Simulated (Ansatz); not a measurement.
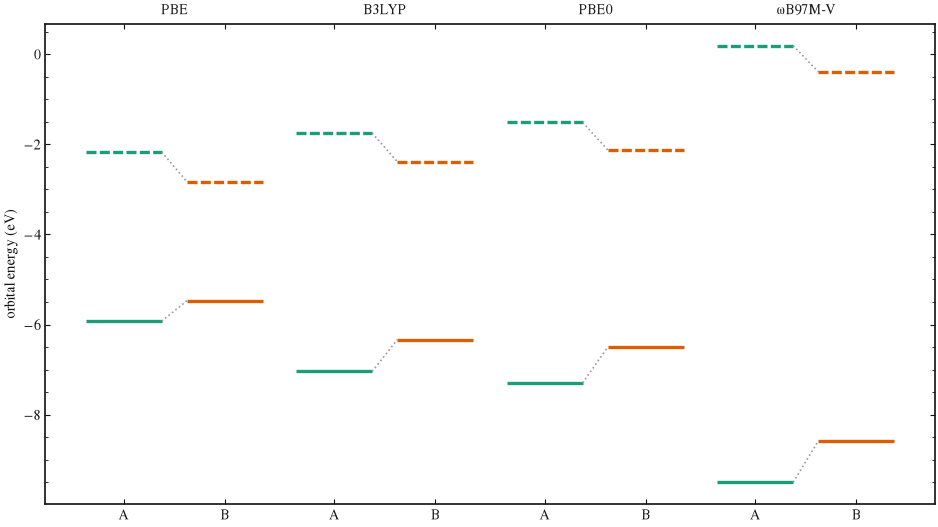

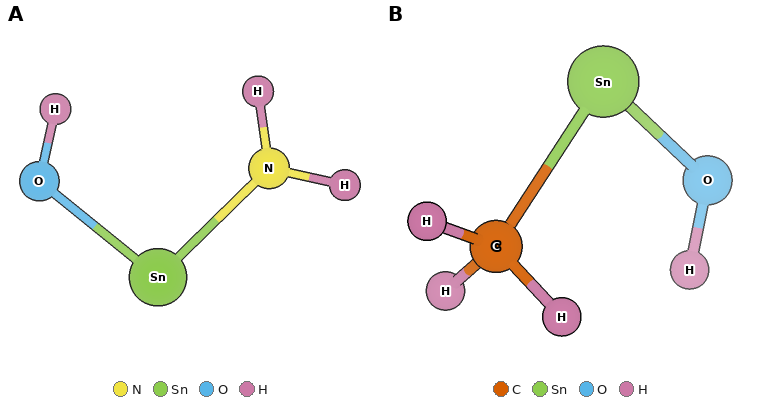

One change: A, SnNH₃O (SMILES [NH2][Sn][OH]), becomes B, CH₄OSn (SMILES [CH3][Sn][OH]). NH₂ on Sn is replaced by CH₃. HOMO (solid) and LUMO (dashed) computed in def2-TZVPP at PBE0-D4/def2-TZVP geometries, both minima by their frequencies, gas phase, the Ansatz code 0.2.0. Empty levels above zero depend strongly on the basis.

Q: What does the change do to HOMO and LUMO?

A: PBE: the HOMO rises by 0.45 eV, the LUMO falls by 0.66 eV, and the separation goes from 3.76 to 2.64 eV. B3LYP: the HOMO rises by 0.71 eV, the LUMO falls by 0.64 eV, and the separation goes from 5.29 to 3.94 eV. PBE0: the HOMO rises by 0.80 eV, the LUMO falls by 0.61 eV, and the separation goes from 5.78 to 4.37 eV. ωB97M-V: the HOMO rises by 0.92 eV, the LUMO falls by 0.59 eV, and the separation goes from 9.69 to 8.18 eV.

Q: Do the functionals agree on the effect?

A: They agree on the direction for both levels; the HOMO shift lies between 0.45 and 0.92 eV and the LUMO shift between −0.66 and −0.59 eV, while the separations themselves differ by up to 5.9 eV between functionals.

Caveats: core potentials past krypton; spin-orbit coupling is left out, and with Sn it can shift these values.
